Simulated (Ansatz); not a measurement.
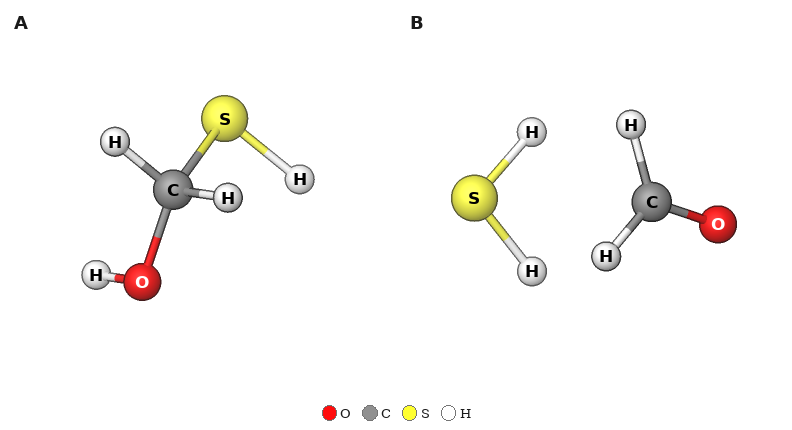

2 stationary structures of one formula. Geometries: PBE-D4/def2-SVP. Electronic energies: PBE-D4/def2-SVP (Ansatz 0.2.0), without zero-point energy. No frequency run is at hand to confirm each as a minimum. Each is one conformer, not always the lowest.

Question: Which is lowest in energy, and by how much?

Answer: A is lowest (C1); B lies 13.7 kcal/mol above it.
